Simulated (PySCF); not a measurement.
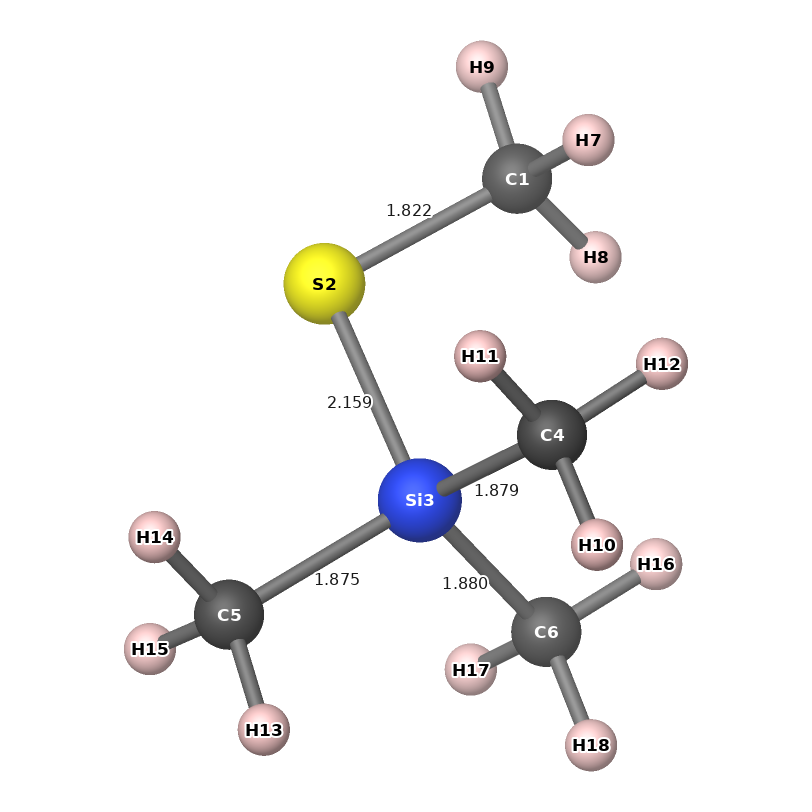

Bond lengths are marked in Å; every bond is drawn as one stick. The computed structure is the end point of a PBE0-D3(BJ)/def2-SVP optimisation. No frequency run is at hand to confirm it as a minimum.

Question: Assign a bond order to each marked bond.

Answer: C1–S2 single; S2–Si3 single; Si3–C4 single; Si3–C5 single; Si3–C6 single.

Question: Write the SMILES.

Answer: CS[Si](C)(C)C
